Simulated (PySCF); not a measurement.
The calculation's input:

```
{"job": {"kind": "uv", "xc": "B3LYP", "basis": "def2-SVPD", "ip": false, "nstates": 15}, "charge": -1, "multiplicity": 1}
Al    -0.003141     0.004843     0.004411
C     -0.000531    -0.035140     2.038391
H     -1.022378    -0.028967     2.464629
H      0.528056     0.834538     2.475167
H      0.501030    -0.939013     2.436079
C      1.913969    -0.000749    -0.673103
H      1.969965     0.010026    -1.779119
H      2.471798    -0.896928    -0.338598
H      2.489199     0.877804    -0.321632
C     -0.953742     1.679968    -0.647793
H     -0.980943     1.741178    -1.753328
H     -0.467020     2.610154    -0.295048
H     -2.005246     1.726358    -0.303636
C     -0.969417    -1.640451    -0.701577
H     -2.022750    -1.692363    -0.363444
H     -0.485944    -2.581165    -0.372738
H     -0.991465    -1.670662    -1.808412
```

Command:

```sh
OMP_NUM_THREADS=1 python probes_run.py task.json out
```

Geometry: PBE0-D3(BJ)/def2-SVP.

All numbers below come from B3LYP/def2-SVPD, SCF density, gas phase in PySCF.

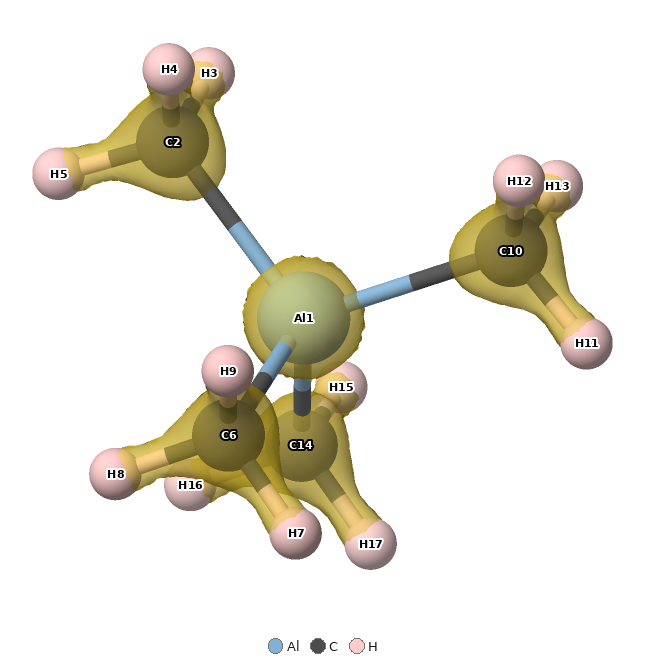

C$_{4}$H$_{12}$Al (SMILES [CH3][Al-]([CH3])([CH3])[CH3]) (charge −1). Isosurface of the total electron density at 1.5 e/Å³ (yellow), seen across its widest extent.

Which contacts does the surface bridge?

At this value the surface falls into five separate pieces. It bridges the sampled C–H (1.11 Å) contacts, where the density stays above the isovalue. It is pinched off along the sampled C–Al (2.03 Å) contacts. On the grid the lowest density along these lines, outside the cores, is 0.5 e/Å³ (C–Al, 2.03 Å) and 1.7 e/Å³ (C–H, 1.11 Å).
